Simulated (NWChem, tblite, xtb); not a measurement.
SbH2Cl (SMILES [H][Sb]([H])[Cl]): the dipole moment, rung by rung

SbH2Cl: 4 atoms, total charge 0, spin state singlet. SMILES: `[H][Sb]([H])[Cl]`. Geometry: a GFN2-xTB relaxation, a rough one for these elements and not checked as a minimum.

Quantity: the dipole moment, in D. The values are calculated.

| level | kind | program | value (D) | CPU time |
| --- | --- | --- | --- | --- |
| GFN1-xTB | semi-empirical | tblite | 4.10 | under 2 s |
| GFN2-xTB | semi-empirical | xtb | 2.81 | under 2 s |
| GFN0-xTB | semi-empirical | xtb | 4.74 | under 2 s |
| HF/STO-3G | Hartree–Fock | NWChem | 3.00 | 4.4 s |
| HF/def2-SVP (core potential) | Hartree–Fock | NWChem | 2.81 | 8.6 s |
| PBE0/def2-SVP (core potential) | global hybrid | NWChem | 2.47 | 14 s |
| PBE0/def2-SVPD (core potential) | global hybrid | NWChem | 2.50 | 20 s |
| CAM-B3LYP/def2-TZVP (core potential) | range-separated hybrid | NWChem | 2.53 | 95 s |

All-electron rows without a relativistic Hamiltonian named are non-relativistic, while core potentials hold scalar relativity, so basis and relativity change together. The values span 2.47 to 4.74 D. Magnitudes only. Sets without polarisation functions give poor dipoles. CPU times are rough (shared hosts, several kinds of processor and program).

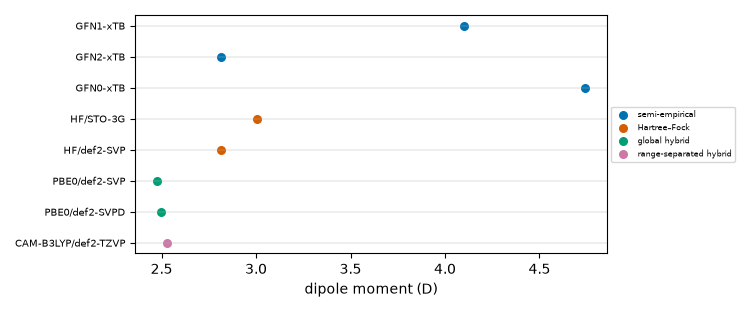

The values of the table, level by level.
